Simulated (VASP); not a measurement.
Band structure of CrGe₂ (relaxed from the AlB2 structure, space group P6/mmm). Calculation: r2SCAN meta-GGA, VASP's PBE PAW potentials (set 64) (plane waves; VASP 6.6.1).

The moments were started parallel, and other spin orders were not tried in this run.

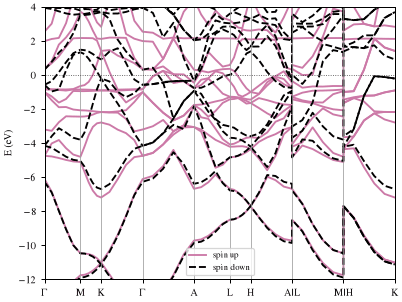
Fig. 1. Bands along high-symmetry lines, zero at the valence-band maximum or, without a gap, the Fermi level

Read the plot: is there a gap, and where are the band edges?

It has no gap at this level: it comes out as a metal or semimetal.

The structure was generated: CrGe2 was put into the AlB2 type (P6/mmm), which need not be its known phase. It was relaxed first, which changed the volume by -38 %.
